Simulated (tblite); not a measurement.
# Run report: Si$_{8}$N$_{12}$H$_{20}$, geometry relaxation (part 2 of 2)

Si$_{8}$N$_{12}$H$_{20}$; GFN2-xTB geometry optimisation, gas phase (tblite 0.8.0). 

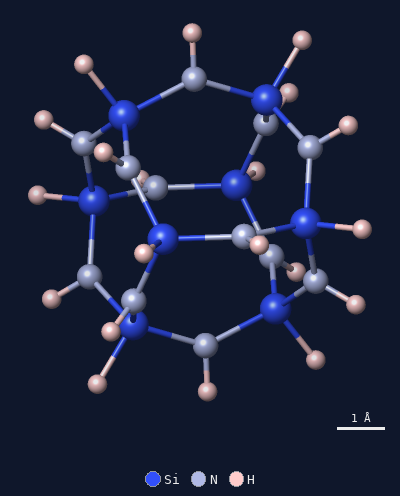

Fig. 1: The geometry at step 7 of the log (ball-and-stick view, seen at a tilt).

Trajectory as extended XYZ, continued:
```
40
Properties=species:S:1:pos:R:3:forces:R:3 step=4 energy=-1624.51181
Si    2.2879    0.0011    1.6182   -0.2710  -0.0250  -0.2490
Si    0.0006    2.2886    1.6183   -0.0360  -0.3060  -0.2610
Si   -2.2887    0.0009    1.6167    0.3350  -0.0130  -0.1840
Si   -0.0001   -2.2869    1.6191   -0.0110   0.3290  -0.2560
Si    2.2885    0.0024   -1.6191   -0.3300  -0.0330   0.2600
Si   -0.0012    2.2905   -1.6187   -0.0230  -0.3260   0.2380
Si   -2.2886    0.0006   -1.6174    0.3250   0.0230   0.1900
Si   -0.0004   -2.2866   -1.6189    0.0300   0.3110   0.2430
N     1.4548    1.4557    2.0566    0.0320   0.0110   0.0300
H     1.9565    1.9571    2.7708   -0.0220  -0.0230  -0.0320
N    -1.4556    1.4565    2.0571   -0.0320   0.0060   0.0300
H    -1.9602    1.9581    2.7701    0.0440  -0.0300  -0.0530
N     1.4544   -1.4532    2.0604    0.0120  -0.0230   0.0230
H     1.9599   -1.9606    2.7681   -0.0250   0.0360  -0.0450
N    -1.4564   -1.4551    2.0597   -0.0290  -0.0070   0.0210
H    -1.9588   -1.9573    2.7741    0.0410   0.0430  -0.0590
N     2.9120    0.0004   -0.0004    0.0240   0.0030   0.0010
H     3.9192   -0.0030   -0.0009   -0.0770  -0.0010   0.0040
N    -0.0010    2.9130    0.0001    0.0010   0.0310  -0.0020
H     0.0023    3.9202    0.0012   -0.0010  -0.0760  -0.0020
N     1.4546    1.4571   -2.0572    0.0080   0.0240  -0.0250
H     1.9576    1.9598   -2.7699   -0.0300  -0.0260   0.0390
N    -2.9105    0.0027   -0.0007   -0.0460  -0.0060   0.0240
H    -3.9172   -0.0039    0.0005    0.0540  -0.0010  -0.0060
N    -1.4576    1.4568   -2.0588    0.0060   0.0290  -0.0170
H    -1.9638    1.9603   -2.7690    0.0390  -0.0290   0.0490
N     0.0009   -2.9093    0.0002   -0.0030  -0.0270  -0.0050
H    -0.0006   -3.9165    0.0004    0.0000   0.0750  -0.0020
N     1.4564   -1.4545   -2.0587    0.0030  -0.0200  -0.0210
H     1.9612   -1.9596   -2.7689   -0.0360   0.0360   0.0510
N    -1.4548   -1.4527   -2.0592   -0.0010  -0.0350  -0.0190
H    -1.9587   -1.9579   -2.7693    0.0230   0.0300   0.0360
H     3.4879   -0.0004    2.4650    0.1520   0.0030   0.1110
H     0.0018    3.4839    2.4674   -0.0010   0.1910   0.1310
H    -3.4873    0.0015    2.4642   -0.1650  -0.0010   0.1150
H     0.0000   -3.4856    2.4631    0.0000  -0.1900   0.1390
H     3.4842    0.0007   -2.4676    0.1910   0.0050  -0.1310
H     0.0003    3.4878   -2.4669   -0.0030   0.1720  -0.1200
H    -3.4859   -0.0034   -2.4652   -0.1810   0.0050  -0.1250
H    -0.0035   -3.4855   -2.4656    0.0040  -0.1660  -0.1180
40
Properties=species:S:1:pos:R:3:forces:R:3 step=5 energy=-1624.53125
Si    2.2839    0.0007    1.6143   -0.0780  -0.0110  -0.0640
Si   -0.0002    2.2839    1.6140   -0.0040  -0.0920  -0.0610
Si   -2.2834    0.0007    1.6140    0.0810  -0.0050  -0.0510
Si   -0.0003   -2.2818    1.6150   -0.0130   0.0900  -0.0680
Si    2.2833    0.0017   -1.6149   -0.0960  -0.0020   0.0630
Si   -0.0017    2.2853   -1.6150    0.0040  -0.0830   0.0650
Si   -2.2835    0.0011   -1.6147    0.0870   0.0010   0.0620
Si    0.0001   -2.2818   -1.6150    0.0050   0.0800   0.0650
N     1.4544    1.4548    2.0556    0.0040   0.0080   0.0060
H     1.9554    1.9560    2.7693   -0.0100  -0.0110  -0.0150
N    -1.4552    1.4555    2.0562   -0.0010   0.0030   0.0040
H    -1.9587    1.9568    2.7681    0.0170  -0.0060  -0.0160
N     1.4535   -1.4525    2.0592    0.0050  -0.0070   0.0030
H     1.9587   -1.9592    2.7662   -0.0110   0.0170  -0.0210
N    -1.4560   -1.4542    2.0586    0.0130  -0.0060  -0.0090
H    -1.9573   -1.9557    2.7719    0.0120   0.0130  -0.0170
N     2.9103    0.0005   -0.0004    0.0050   0.0000  -0.0030
H     3.9163   -0.0031   -0.0008   -0.0310   0.0000   0.0010
N    -0.0010    2.9114    0.0001   -0.0010   0.0040  -0.0100
H     0.0023    3.9173    0.0012    0.0000  -0.0280  -0.0030
N     1.4537    1.4566   -2.0562    0.0060  -0.0050  -0.0030
H     1.9564    1.9587   -2.7682   -0.0150  -0.0120   0.0190
N    -2.9093    0.0025   -0.0003    0.0040  -0.0050   0.0000
H    -3.9148   -0.0039    0.0004    0.0120  -0.0010  -0.0030
N    -1.4564    1.4564   -2.0577    0.0000   0.0040  -0.0040
H    -1.9623    1.9590   -2.7670    0.0200  -0.0060   0.0190
N     0.0008   -2.9077    0.0000   -0.0020   0.0000   0.0010
H    -0.0006   -3.9136    0.0004   -0.0010   0.0280  -0.0020
N     1.4554   -1.4538   -2.0575    0.0020  -0.0050  -0.0060
H     1.9598   -1.9582   -2.7669   -0.0180   0.0160   0.0240
N    -1.4538   -1.4523   -2.0581    0.0020  -0.0100  -0.0020
H    -1.9576   -1.9566   -2.7676    0.0110   0.0130   0.0160
H     3.4927   -0.0003    2.4685    0.0020   0.0020   0.0030
H     0.0017    3.4895    2.4713   -0.0030   0.0180   0.0070
H    -3.4924    0.0014    2.4678   -0.0060  -0.0010   0.0050
H     0.0000   -3.4912    2.4672    0.0000  -0.0120   0.0120
H     3.4898    0.0008   -2.4714    0.0130   0.0030  -0.0040
H     0.0003    3.4930   -2.4705   -0.0040   0.0050  -0.0010
H    -3.4912   -0.0033   -2.4689   -0.0160   0.0060  -0.0100
H    -0.0034   -3.4906   -2.4692    0.0060  -0.0040  -0.0020
40
Properties=species:S:1:pos:R:3:forces:R:3 step=6 energy=-1624.53265
Si    2.2819    0.0005    1.6126   -0.0180  -0.0030  -0.0120
Si   -0.0004    2.2817    1.6124    0.0040  -0.0190  -0.0100
Si   -2.2812    0.0006    1.6127    0.0130  -0.0020  -0.0090
Si   -0.0005   -2.2795    1.6133    0.0010   0.0140  -0.0130
Si    2.2809    0.0016   -1.6132   -0.0200  -0.0010   0.0090
Si   -0.0017    2.2832   -1.6133    0.0060  -0.0170   0.0100
Si   -2.2812    0.0012   -1.6131    0.0180  -0.0030   0.0120
Si    0.0003   -2.2797   -1.6133    0.0010   0.0140   0.0120
N     1.4546    1.4549    2.0558   -0.0050  -0.0050  -0.0100
H     1.9554    1.9560    2.7693   -0.0070  -0.0080  -0.0100
N    -1.4553    1.4556    2.0563    0.0050  -0.0080  -0.0070
H    -1.9585    1.9569    2.7680    0.0130  -0.0030  -0.0110
N     1.4536   -1.4527    2.0593   -0.0080   0.0040  -0.0140
H     1.9587   -1.9591    2.7661   -0.0060   0.0100  -0.0120
N    -1.4558   -1.4543    2.0586    0.0080   0.0030  -0.0110
H    -1.9572   -1.9556    2.7718    0.0130   0.0120  -0.0170
N     2.9105    0.0005   -0.0005   -0.0170   0.0000  -0.0020
H     3.9160   -0.0031   -0.0008   -0.0170   0.0000   0.0000
N    -0.0010    2.9116   -0.0001   -0.0020  -0.0160  -0.0010
H     0.0023    3.9171    0.0011    0.0000  -0.0180  -0.0030
N     1.4538    1.4566   -2.0563   -0.0060  -0.0100   0.0090
H     1.9563    1.9586   -2.7681   -0.0110  -0.0090   0.0140
N    -2.9094    0.0024   -0.0002    0.0070  -0.0040   0.0020
H    -3.9150   -0.0039    0.0004    0.0190  -0.0010  -0.0030
N    -1.4564    1.4566   -2.0578    0.0080  -0.0080   0.0110
H    -1.9621    1.9591   -2.7669    0.0140  -0.0010   0.0110
N     0.0007   -2.9078    0.0000   -0.0020   0.0150   0.0020
H    -0.0006   -3.9134    0.0004    0.0000   0.0190  -0.0010
N     1.4554   -1.4540   -2.0577   -0.0100   0.0080   0.0120
H     1.9597   -1.9581   -2.7667   -0.0090   0.0080   0.0120
N    -1.4537   -1.4526   -2.0582    0.0070   0.0040   0.0110
H    -1.9575   -1.9566   -2.7675    0.0080   0.0080   0.0110
H     3.4927   -0.0003    2.4685   -0.0270   0.0010  -0.0180
H     0.0017    3.4898    2.4714   -0.0030  -0.0180  -0.0190
H    -3.4924    0.0014    2.4678    0.0240  -0.0010  -0.0160
H     0.0000   -3.4913    2.4674   -0.0010   0.0250  -0.0140
H     3.4900    0.0008   -2.4715   -0.0230   0.0030   0.0210
H     0.0002    3.4930   -2.4705   -0.0030  -0.0260   0.0210
H    -3.4915   -0.0032   -2.4691    0.0200   0.0060   0.0150
H    -0.0033   -3.4906   -2.4692    0.0060   0.0270   0.0190
40
Properties=species:S:1:pos:R:3:forces:R:3 step=7 energy=-1624.53295
Si    2.2812    0.0004    1.6121   -0.0050  -0.0010  -0.0020
Si   -0.0003    2.2809    1.6119    0.0020  -0.0030   0.0000
Si   -2.2806    0.0006    1.6123   -0.0010  -0.0010  -0.0010
Si   -0.0005   -2.2788    1.6127    0.0010  -0.0020   0.0000
Si    2.2801    0.0015   -1.6127   -0.0030  -0.0010  -0.0010
Si   -0.0016    2.2825   -1.6128    0.0030  -0.0030   0.0000
Si   -2.2805    0.0011   -1.6127    0.0010  -0.0020   0.0020
Si    0.0003   -2.2791   -1.6128   -0.0010   0.0000   0.0020
N     1.4546    1.4549    2.0558   -0.0060  -0.0090  -0.0120
H     1.9554    1.9559    2.7692   -0.0060  -0.0070  -0.0090
N    -1.4553    1.4555    2.0563    0.0090  -0.0090  -0.0110
H    -1.9583    1.9569    2.7679    0.0110  -0.0020  -0.0090
N     1.4536   -1.4527    2.0592   -0.0080   0.0060  -0.0160
H     1.9587   -1.9590    2.7660   -0.0060   0.0090  -0.0110
N    -1.4557   -1.4543    2.0584    0.0100   0.0080  -0.0170
H    -1.9570   -1.9555    2.7716    0.0100   0.0080  -0.0120
N     2.9104    0.0005   -0.0005   -0.0190  -0.0010  -0.0010
H     3.9158   -0.0031   -0.0008   -0.0160   0.0000  -0.0010
N    -0.0010    2.9115   -0.0001   -0.0010  -0.0190   0.0000
H     0.0023    3.9169    0.0010    0.0000  -0.0150  -0.0030
N     1.4538    1.4564   -2.0562   -0.0090  -0.0110   0.0120
H     1.9561    1.9585   -2.7680   -0.0090  -0.0080   0.0110
N    -2.9094    0.0023   -0.0002    0.0170  -0.0040   0.0000
H    -3.9148   -0.0039    0.0003    0.0130  -0.0010  -0.0020
N    -1.4563    1.4565   -2.0577    0.0100  -0.0090   0.0120
H    -1.9619    1.9591   -2.7667    0.0130  -0.0010   0.0110
N     0.0007   -2.9077    0.0000   -0.0010   0.0180   0.0000
H    -0.0006   -3.9132    0.0003   -0.0010   0.0160  -0.0010
N     1.4553   -1.4539   -2.0576   -0.0100   0.0080   0.0130
H     1.9595   -1.9580   -2.7666   -0.0080   0.0080   0.0110
N    -1.4537   -1.4526   -2.0581    0.0080   0.0060   0.0130
H    -1.9575   -1.9565   -2.7674    0.0080   0.0070   0.0100
H     3.4921   -0.0003    2.4681   -0.0280   0.0010  -0.0190
H     0.0016    3.4894    2.4710   -0.0030  -0.0220  -0.0220
H    -3.4919    0.0014    2.4675    0.0250  -0.0010  -0.0160
H     0.0000   -3.4909    2.4671   -0.0010   0.0270  -0.0160
H     3.4895    0.0009   -2.4711   -0.0260   0.0030   0.0230
H     0.0001    3.4925   -2.4701   -0.0030  -0.0270   0.0220
H    -3.4911   -0.0031   -2.4687    0.0240   0.0060   0.0180
H    -0.0032   -3.4900   -2.4688    0.0060   0.0270   0.0200
40
Properties=species:S:1:pos:R:3:forces:R:3 step=8 energy=-1624.53363
Si    2.2795    0.0002    1.6109    0.0150   0.0030   0.0120
Si   -0.0002    2.2792    1.6108   -0.0020   0.0230   0.0150
Si   -2.2792    0.0004    1.6113   -0.0180   0.0040   0.0110
Si   -0.0006   -2.2774    1.6115    0.0030  -0.0230   0.0180
Si    2.2783    0.0014   -1.6117    0.0250  -0.0020  -0.0130
Si   -0.0013    2.2808   -1.6118   -0.0040   0.0150  -0.0110
Si   -2.2789    0.0010   -1.6115   -0.0220   0.0020  -0.0150
Si    0.0004   -2.2777   -1.6116   -0.0030  -0.0170  -0.0130
N     1.4544    1.4546    2.0552   -0.0060  -0.0110  -0.0130
H     1.9550    1.9555    2.7686   -0.0020  -0.0040  -0.0040
N    -1.4549    1.4551    2.0559    0.0110  -0.0090  -0.0110
H    -1.9576    1.9568    2.7673    0.0060   0.0000  -0.0050
N     1.4532   -1.4526    2.0584   -0.0060   0.0080  -0.0150
H     1.9583   -1.9583    2.7652   -0.0030   0.0030  -0.0050
N    -1.4552   -1.4540    2.0576    0.0060   0.0120  -0.0160
H    -1.9563   -1.9548    2.7707    0.0050   0.0030  -0.0040
N     2.9094    0.0005   -0.0006   -0.0190  -0.0010   0.0010
H     3.9147   -0.0031   -0.0008   -0.0100   0.0000  -0.0010
N    -0.0011    2.9106   -0.0002    0.0000  -0.0200   0.0040
H     0.0023    3.9158    0.0008    0.0000  -0.0090  -0.0020
N     1.4534    1.4558   -2.0557   -0.0120  -0.0080   0.0120
H     1.9555    1.9580   -2.7672   -0.0020  -0.0030   0.0030
N    -2.9087    0.0020   -0.0001    0.0180  -0.0040  -0.0020
H    -3.9139   -0.0040    0.0001    0.0060  -0.0010  -0.0020
N    -1.4558    1.4562   -2.0571    0.0100  -0.0100   0.0120
H    -1.9610    1.9591   -2.7660    0.0090  -0.0010   0.0080
N     0.0006   -2.9068    0.0001   -0.0010   0.0170  -0.0020
H    -0.0007   -3.9120    0.0002   -0.0010   0.0050   0.0000
N     1.4548   -1.4535   -2.0570   -0.0090   0.0080   0.0120
H     1.9589   -1.9574   -2.7658   -0.0040   0.0030   0.0050
N    -1.4532   -1.4525   -2.0574    0.0060   0.0100   0.0130
H    -1.9570   -1.9560   -2.7668    0.0040   0.0030   0.0040
H     3.4901   -0.0002    2.4667   -0.0210   0.0010  -0.0150
H     0.0014    3.4881    2.4696   -0.0020  -0.0210  -0.0200
H    -3.4902    0.0013    2.4664    0.0190  -0.0020  -0.0110
H    -0.0001   -3.4891    2.4661   -0.0010   0.0220  -0.0130
H     3.4878    0.0011   -2.4695   -0.0220   0.0020   0.0190
H    -0.0001    3.4906   -2.4686   -0.0020  -0.0200   0.0160
H    -3.4896   -0.0026   -2.4676    0.0230   0.0050   0.0170
H    -0.0027   -3.4881   -2.4674    0.0050   0.0180   0.0140
40
Properties=species:S:1:pos:R:3:forces:R:3 step=9 energy=-1624.53397
Si    2.2788    0.0001    1.6104    0.0140   0.0040   0.0110
Si   -0.0001    2.2785    1.6104   -0.0030   0.0210   0.0130
Si   -2.2787    0.0004    1.6110   -0.0150   0.0050   0.0090
Si   -0.0005   -2.2770    1.6111    0.0020  -0.0190   0.0160
Si    2.2776    0.0013   -1.6113    0.0230  -0.0010  -0.0100
Si   -0.0011    2.2801   -1.6113   -0.0070   0.0130  -0.0080
Si   -2.2782    0.0009   -1.6111   -0.0210   0.0040  -0.0130
Si    0.0004   -2.2771   -1.6111   -0.0040  -0.0130  -0.0120
N     1.4541    1.4541    2.0546   -0.0040  -0.0050  -0.0080
H     1.9546    1.9550    2.7680    0.0000  -0.0020  -0.0010
N    -1.4545    1.4545    2.0554    0.0090  -0.0050  -0.0070
H    -1.9568    1.9566    2.7666    0.0020   0.0010  -0.0020
N     1.4528   -1.4523    2.0575   -0.0010   0.0050  -0.0080
H     1.9579   -1.9577    2.7644   -0.0010   0.0000  -0.0020
N    -1.4547   -1.4536    2.0567    0.0030   0.0090  -0.0110
H    -1.9556   -1.9542    2.7698    0.0010  -0.0020   0.0010
N     2.9084    0.0004   -0.0007   -0.0100  -0.0010   0.0020
H     3.9135   -0.0031   -0.0009   -0.0050   0.0000  -0.0010
N    -0.0012    2.9095   -0.0002    0.0000  -0.0120   0.0040
H     0.0023    3.9147    0.0006    0.0000  -0.0040  -0.0010
N     1.4529    1.4552   -2.0551   -0.0080  -0.0040   0.0060
H     1.9548    1.9574   -2.7664    0.0020   0.0000  -0.0020
N    -2.9079    0.0017   -0.0001    0.0140  -0.0030  -0.0030
H    -3.9129   -0.0041    0.0000   -0.0020  -0.0010  -0.0010
N    -1.4553    1.4557   -2.0564    0.0050  -0.0060   0.0060
H    -1.9600    1.9589   -2.7652    0.0050  -0.0010   0.0050
N     0.0005   -2.9058    0.0001   -0.0010   0.0080  -0.0020
H    -0.0007   -3.9109    0.0002   -0.0010  -0.0020   0.0000
N     1.4542   -1.4531   -2.0563   -0.0040   0.0040   0.0050
H     1.9584   -1.9569   -2.7650   -0.0010   0.0000   0.0010
N    -1.4528   -1.4521   -2.0567    0.0010   0.0070   0.0070
H    -1.9564   -1.9555   -2.7661    0.0020   0.0000   0.0010
H     3.4887   -0.0001    2.4658   -0.0100   0.0000  -0.0070
H     0.0012    3.4870    2.4685   -0.0020  -0.0120  -0.0130
H    -3.4889    0.0012    2.4656    0.0070  -0.0020  -0.0030
H    -0.0001   -3.4877    2.4654   -0.0010   0.0100  -0.0050
H     3.4865    0.0013   -2.4683   -0.0090   0.0010   0.0090
H    -0.0003    3.4893   -2.4675   -0.0010  -0.0080   0.0070
H    -3.4885   -0.0022   -2.4667    0.0140   0.0040   0.0100
H    -0.0023   -3.4868   -2.4664    0.0050   0.0050   0.0050
40
Properties=species:S:1:pos:R:3:forces:R:3 step=10 energy=-1624.53407
Si    2.2788    0.0001    1.6104    0.0040   0.0030   0.0030
Si   -0.0001    2.2786    1.6105   -0.0010   0.0080   0.0040
Si   -2.2788    0.0005    1.6110   -0.0040   0.0040   0.0020
Si   -0.0005   -2.2772    1.6113    0.0010  -0.0050   0.0050
Si    2.2777    0.0013   -1.6114    0.0080   0.0000  -0.0020
Si   -0.0012    2.2801   -1.6113   -0.0040   0.0030   0.0000
Si   -2.2784    0.0009   -1.6112   -0.0080   0.0030  -0.0050
Si    0.0003   -2.2772   -1.6112   -0.0030  -0.0030  -0.0040
N     1.4539    1.4539    2.0542   -0.0020   0.0000  -0.0020
H     1.9543    1.9547    2.7676    0.0010  -0.0010   0.0010
N    -1.4541    1.4542    2.0550    0.0040  -0.0010   0.0000
H    -1.9563    1.9565    2.7661    0.0010   0.0010  -0.0010
N     1.4526   -1.4521    2.0569    0.0020   0.0010  -0.0030
H     1.9576   -1.9574    2.7639    0.0010  -0.0010   0.0000
N    -1.4544   -1.4532    2.0561   -0.0010   0.0030  -0.0030
H    -1.9552   -1.9539    2.7693    0.0010  -0.0010   0.0010
N     2.9077    0.0004   -0.0007   -0.0030  -0.0010   0.0010
H     3.9128   -0.0031   -0.0009   -0.0010   0.0000  -0.0010
N    -0.0012    2.9089   -0.0001    0.0000  -0.0030   0.0020
H     0.0023    3.9140    0.0006    0.0000  -0.0020   0.0000
N     1.4526    1.4549   -2.0547   -0.0020   0.0000   0.0000
H     1.9545    1.9571   -2.7660    0.0020   0.0000  -0.0020
N    -2.9073    0.0015   -0.0001    0.0020  -0.0030  -0.0020
H    -3.9124   -0.0041   -0.0001   -0.0010  -0.0010  -0.0010
N    -1.4549    1.4553   -2.0560    0.0010  -0.0030   0.0020
H    -1.9595    1.9588   -2.7646    0.0020   0.0010   0.0020
N     0.0004   -2.9053    0.0001   -0.0010   0.0000   0.0000
H    -0.0007   -3.9103    0.0001   -0.0010  -0.0030   0.0000
N     1.4539   -1.4528   -2.0559    0.0000   0.0010   0.0010
H     1.9580   -1.9566   -2.7645    0.0000  -0.0020  -0.0010
N    -1.4526   -1.4518   -2.0562   -0.0030   0.0030   0.0020
H    -1.9561   -1.9552   -2.7657    0.0000  -0.0010  -0.0010
H     3.4882   -0.0001    2.4654   -0.0010   0.0000  -0.0010
H     0.0011    3.4866    2.4679   -0.0010  -0.0020  -0.0050
H    -3.4885    0.0011    2.4654    0.0000  -0.0010   0.0010
H    -0.0001   -3.4872    2.4651    0.0000   0.0010   0.0010
H     3.4861    0.0014   -2.4679    0.0000   0.0010   0.0020
H    -0.0004    3.4888   -2.4671   -0.0010   0.0000   0.0010
H    -3.4880   -0.0020   -2.4663    0.0040   0.0040   0.0030
H    -0.0021   -3.4863   -2.4661    0.0040  -0.0030  -0.0010
```

Summary:

```json
{"quantity": "outcome", "value": "converged"}
{"quantity": "total energy", "value": "−1624.5341 eV"}
{"quantity": "HOMO", "value": "−9.33 eV"}
{"quantity": "LUMO", "value": "−3.72 eV"}
{"quantity": "point group", "value": "Oh"}
{"quantity": "dipole moment", "value": "0.02 D"}
{"quantity": "hardware", "value": "2 CPU threads, shared host"}
{"quantity": "wall time", "value": "0.81 s (CPU time 1 s)"}
{"quantity": "peak memory", "value": "0.16 GiB"}
```
